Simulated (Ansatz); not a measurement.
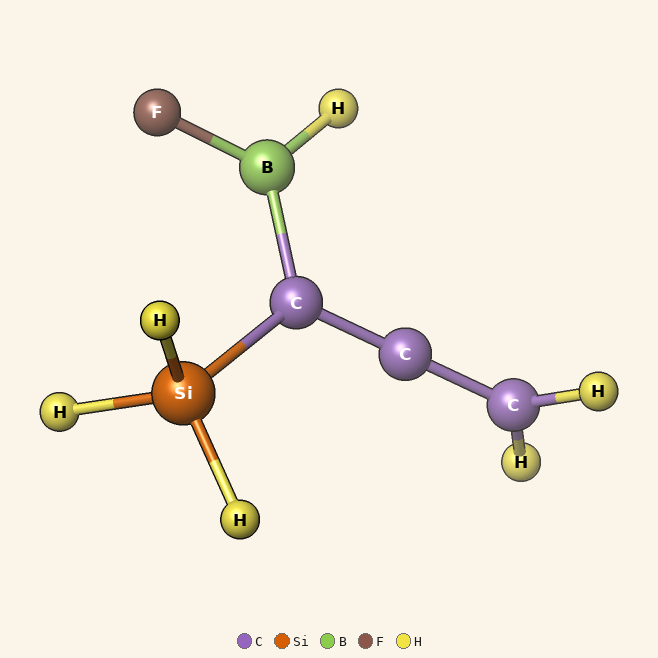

Distant atoms are faded towards the background colour. The computed structure is the end point of a PBE0-D4/def2-TZVP optimisation. No frequency run is at hand to confirm it as a minimum.

**List the symmetry elements and name the point group.**

It has 1 mirror plane, so the point group is Cs. The group has 2 operations. The geometry is achiral, and symmetry allows a dipole moment.
